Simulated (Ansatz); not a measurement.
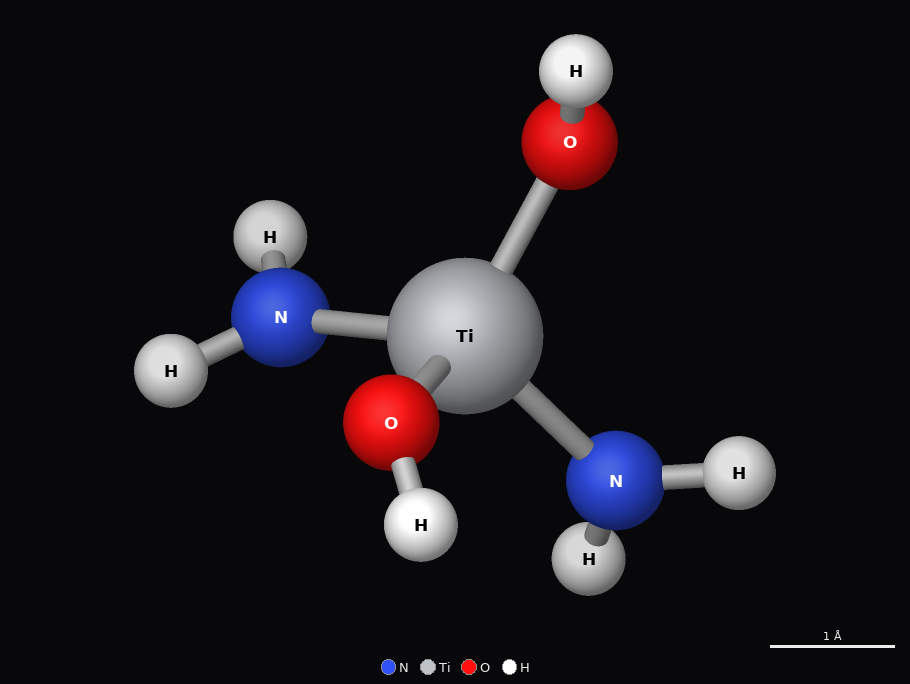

The structure as it stands in the input.

The calculation was set up as follows.

```yaml
crystal:
  periodic: [false, false, false]
  atoms:
    - {symbol: N, position_ang: [-1.268752, 1.121848, 0.179168]}
    - {symbol: Ti, position_ang: [0.231586, 0.025408, -0.151194]}
    - {symbol: N, position_ang: [0.218849, -1.353643, 1.134648]}
    - {symbol: O, position_ang: [1.699723, 1.074733, -0.036146]}
    - {symbol: O, position_ang: [0.088865, -0.770922, -1.767056]}
    - {symbol: H, position_ang: [-1.292448, 2.109639, -0.031973]}
    - {symbol: H, position_ang: [-2.065659, 0.862667, 0.740857]}
    - {symbol: H, position_ang: [0.626879, -1.292982, 2.056688]}
    - {symbol: H, position_ang: [-0.030098, -2.309451, 0.923653]}
    - {symbol: H, position_ang: [2.462478, 1.156360, -0.608676]}
    - {symbol: H, position_ang: [-0.606124, -0.680553, -2.419470]}
basis:
  gaussian: {orbitals: def2-SVP}
hamiltonian: {xc: {name: BLYP}, dispersion: d3bj}
md: {timestep: 0.5 fs, n_steps: 20, ensemble: nve, temperature: 500, initial_velocities: maxwell_boltzmann, seed: 345}
```

It was started with:

```sh
ansatz run in.yaml --threads 4 --pin off --events-out ev --progress --plain --max-ram 10444MiB
```

What the program printed (its end):

```
mean field -30282.39772909 eV, -1112.8575903975 hartree, gradient 1.7e-5 eV, S^2 0.000000; 0 other end points of the search recorded, 0 dependent functions left out
the calculation of the forces begins
reference -30282.39820583 eV, -1112.8576079176 hartree; 29, 29 occupied and 88, 88 virtual orbitals, 1358 factors
md step    19: t =     9.50 fs  T =   374.3 K  F+E_penalty+E_count = -30282.85609804 eV  E_kin = 0.435435 eV  conserved = -30282.42066325 eV  (35 SCF iters)
these checks for a lower state are left out or cut short: starts, cluster_reference, orbital_swaps, neighbouring_geometries, increment
1358 factors; their error is unknown
mean field -30282.35706182 eV, -1112.8560959031 hartree, gradient 1.7e-5 eV, S^2 0.000000; 0 other end points of the search recorded, 0 dependent functions left out
the calculation of the forces begins
reference -30282.35753884 eV, -1112.8561134331 hartree; 29, 29 occupied and 88, 88 virtual orbitals, 1358 factors
1358 factors; their error is unknown
mean field -30282.35706182 eV, -1112.8560959031 hartree, gradient 1.7e-5 eV, S^2 0.000000; 1 other end points of the search recorded, 0 dependent functions left out
the calculation of the forces begins
reference -30282.35753884 eV, -1112.8561134331 hartree; 29, 29 occupied and 88, 88 virtual orbitals, 1358 factors
md step    20: t =    10.00 fs  T =   340.1 K  F+E_penalty+E_count = -30282.81528919 eV  E_kin = 0.395687 eV  conserved = -30282.41960208 eV  (27 SCF iters)
Total energy: -30282.81576620 eV, -1112.8729529781 hartree
Atom 0 at    -1.259883     1.166309     0.277215 Å, force     0.857922    -0.338453    -0.655810 eV/Å
Atom 1 at     0.223946     0.016791    -0.196845 Å, force    -0.191744     0.772827     1.078036 eV/Å
Atom 2 at     0.210887    -1.312875     1.176381 Å, force    -0.225187     0.691953    -0.967532 eV/Å
Atom 3 at     1.717917     1.079760     0.022612 Å, force    -1.680303    -0.107882     1.230150 eV/Å
Atom 4 at     0.112403    -0.806379    -1.810515 Å, force    -0.039287     0.047821    -0.121953 eV/Å
Atom 5 at    -1.565434     2.128533     0.140811 Å, force     0.289126     0.366718    -0.186774 eV/Å
Atom 6 at    -2.053556     0.656595     0.619650 Å, force    -0.871523    -0.598123     0.567370 eV/Å
Atom 7 at     0.600248    -1.150846     2.092658 Å, force     0.261183     0.069590     0.709375 eV/Å
Atom 8 at     0.054363    -2.293856     1.004360 Å, force    -0.094337    -0.787943    -0.034910 eV/Å
Atom 9 at     2.304060     0.946422    -0.697991 Å, force     1.653261    -0.097661    -1.634397 eV/Å
Atom 10 at    -0.556842    -0.733312    -2.515785 Å, force     0.040888    -0.018846     0.016444 eV/Å
Dipole moment:    -0.256636    -0.161665    -0.254582 e Å
```

The calculation finished and met its thresholds.
